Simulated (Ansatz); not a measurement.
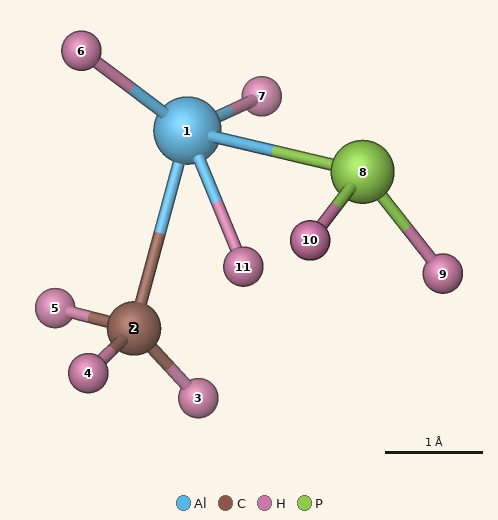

**Figure 1.** The structure as given in the input (ball-and-stick view, seen at a tilt; atoms are numbered from 1 in the order of the input). Sticks mark near contacts. Bond lengths as drawn: Al–C 2.12 Å, Al–H 1.59 to 1.72 Å, Al–P 2.50 Å, C–H 1.09 to 1.10 Å and H–P 1.42 Å.

Frequency calculation, with input and output: CH$_{8}$AlP

- system: CH$_{8}$AlP
- method: RKS PBE0-D4/6-31G* (Ansatz 0.2.0)

It belongs to a series of runs on one base structure; here: vibrations at the highest image of the band. Figures and captions count atoms from 1; the log counts them from 0 in places.

**Input**
```yaml
crystal:
  periodic: [false, false, false]
  atoms:
    - { symbol: Al, position_ang: [0.077731, -0.162323, 0.131746] }
    - { symbol: C, position_ang: [-0.111951, -0.11056, 2.238257] }
    - { symbol: H, position_ang: [-1.076483, -0.359353, 2.690439] }
    - { symbol: H, position_ang: [0.700742, -0.471196, 2.875851] }
    - { symbol: H, position_ang: [-0.039309, 0.990356, 2.239987] }
    - { symbol: H, position_ang: [1.57131, 0.187653, -0.268777] }
    - { symbol: H, position_ang: [-1.28988, 0.301435, -0.522335] }
    - { symbol: P, position_ang: [-0.01673, -2.655368, 0.094343] }
    - { symbol: H, position_ang: [-1.162391, -3.086427, 0.811156] }
    - { symbol: H, position_ang: [0.943291, -3.172228, 1.001481] }
    - { symbol: H, position_ang: [-0.077526, -1.374491, 1.343052] }
basis:
  gaussian: { orbitals: "6-31G*" }
hamiltonian:
  xc: pbe0
  dispersion: d4
phonons: {}
```

Machine: 1 thread of Intel Xeon @ 2.50GHz (Skylake/Cascade Lake), 32 GiB of memory available, shared host.

Launch command:
```bash
ansatz run input.yaml --threads 1 --pin off --max-ram 2048MiB --backend cpu --events-out ev --progress --plain --runs-dir out
```

**What the program printed**
```
Engine: ansatz 0.2.0, x86_64-unknown-linux-gnu
Functional definition: PBE0
  parameter a = 0.25
  parameter kappa = 0.804
  parameter beta = 0.06672455060314922
  exchange = (1 - a)*pbe_x(kappa = kappa, mu = beta*pi^2/3) + a*exact_x
  correlation = pbe_c(beta = beta)
780 factors; integrals over basis functions are off by at most 5.8e-4 eV
mean field evaluation 1: about -17038.6196 eV, gradient 3.8e1 eV
mean field evaluation 2: about -17036.3646 eV, gradient 4.5e1 eV
mean field evaluation 4: about -17042.1022 eV, gradient 1.6e0 eV
mean field evaluation 8: about -17042.1219 eV, gradient 2.0e-2 eV
mean field -17042.12193021 eV, -626.2864293701 hartree, gradient 4.8e-5 eV, S^2 0.000000; 0 other end points of the search recorded, 0 dependent functions left out
the calculation of the forces begins
reference -17042.12196236 eV, -626.2864305516 hartree; 21, 21 occupied and 48, 48 virtual orbitals, 780 factors
these checks for a lower state are left out or cut short: stability, starts, cluster_reference, orbital_swaps, neighbouring_geometries, increment
780 factors; integrals over basis functions are off by at most 5.8e-4 eV
mean field evaluation 16: about -17042.1109 eV, gradient 1.0e-1 eV
mean field -17042.12186388 eV, -626.2864269323 hartree, gradient 3.0e-6 eV, S^2 0.000000; 0 other end points of the search recorded, 0 dependent functions left out
[... from here on the field's lines of each further geometry are left out, up to the last ...]
the calculation of the forces begins
reference -17042.12194060 eV, -626.2864297521 hartree; 21, 21 occupied and 48, 48 virtual orbitals, 780 factors
these checks for a lower state are left out or cut short: stability, starts, cluster_reference, orbital_swaps, neighbouring_geometries, increment
780 factors; integrals over basis functions are off by at most 5.8e-4 eV
mean field -17042.12191547 eV, -626.2864288283 hartree, gradient 1.7e-6 eV, S^2 0.000000; 0 other end points of the search recorded, 0 dependent functions left out
the calculation of the forces begins
reference -17042.12194762 eV, -626.2864300097 hartree; 21, 21 occupied and 48, 48 virtual orbitals, 780 factors
WARN: phonons: modes at or below zero, which the zero-point energy, F, S and C_V leave out: 1, the lowest at -1146.80 cm⁻¹. A minimum has none, and a first-order saddle one
Total energy: -17042.30150527 eV, -626.2930286317 hartree
Atom 0 at     0.077731    -0.162323     0.131746 Å, force     0.004773    -0.009198    -0.003497 eV/Å
Atom 1 at    -0.111951    -0.110560     2.238257 Å, force     0.001053    -0.006707     0.004061 eV/Å
Atom 2 at    -1.076483    -0.359353     2.690439 Å, force     0.000415     0.002453     0.002728 eV/Å
Atom 3 at     0.700742    -0.471196     2.875851 Å, force    -0.000160     0.000749     0.000290 eV/Å
Atom 4 at    -0.039309     0.990356     2.239987 Å, force    -0.003712     0.000534     0.000118 eV/Å
Atom 5 at     1.571310     0.187653    -0.268777 Å, force    -0.000432     0.000650     0.000616 eV/Å
Atom 6 at    -1.289880     0.301435    -0.522335 Å, force    -0.000576     0.000426    -0.000674 eV/Å
Atom 7 at    -0.016730    -2.655368     0.094343 Å, force    -0.007738     0.003069     0.005689 eV/Å
Atom 8 at    -1.162391    -3.086427     0.811156 Å, force     0.007510    -0.002034    -0.003235 eV/Å
Atom 9 at     0.943291    -3.172228     1.001481 Å, force    -0.004021     0.001326    -0.001524 eV/Å
Atom 10 at    -0.077526    -1.374491     1.343052 Å, force     0.002889     0.008734    -0.004573 eV/Å
Dipole moment:    -0.038791     0.003945     0.441400 e Å
Vibrations: -1146.80 104.91 183.31 245.09 331.05 333.40 445.97 486.56 573.11 581.38 676.69 710.41 742.52 846.70 1096.89 1123.75 1261.22 1481.48 1493.91 1735.53 1951.95 1970.19 2458.95 2476.94 3027.67 3136.57 3190.94 cm⁻¹, zero-point energy 2.025102 eV
```

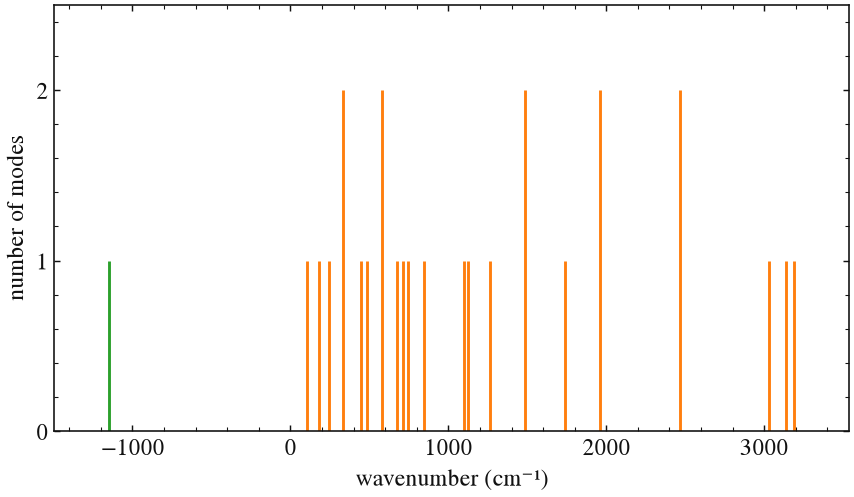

**Figure 2.** Harmonic vibrational wavenumbers from the force constants; neighbouring modes closer than 20 cm⁻¹ are counted in one stick, and imaginary ones are drawn at negative wavenumbers. 27 modes from 1147i to 3191 cm⁻¹, 1 imaginary beyond 8i (1147i cm⁻¹): a first-order saddle point, if the geometry is stationary.

**Summary**

```tsv
quantity	value
outcome	converged
total energy	−17042.3015 eV
mean-field energy	−17042.1220 eV
largest force (length of the vector)	0.011 eV/Å
wall time	3.2 min
peak memory	0.15 GiB
```
